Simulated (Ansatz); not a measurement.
Computed with PBE (plane waves to 420 eV, PAW; Ansatz, an electronic-structure program).

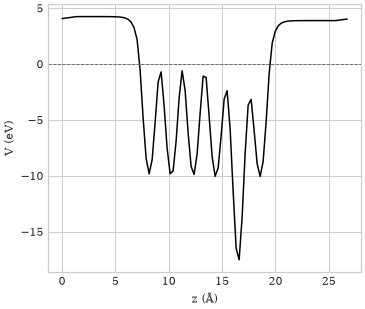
Figure. Planar average of the electrostatic potential across the slab, in eV from the Fermi level, for a constructed model of the (100) surface of fcc Ag, a layer of Ta in place of the second plane (bottom of the slab: a bare face, its two planes held)

Slab: 6 atoms, 10.7 Å thick at the start; k 13x13x1, smearing 0.1 eV, dipole-corrected; 2 atoms held, the rest relaxed; symmetry of the start imposed; no spin, no spin-orbit, no U. It is one candidate, not shown to be the stable structure of the face.

The vacuum level lies 3.87 eV above the Fermi level over the top face and 4.23 eV above it under the bottom face.
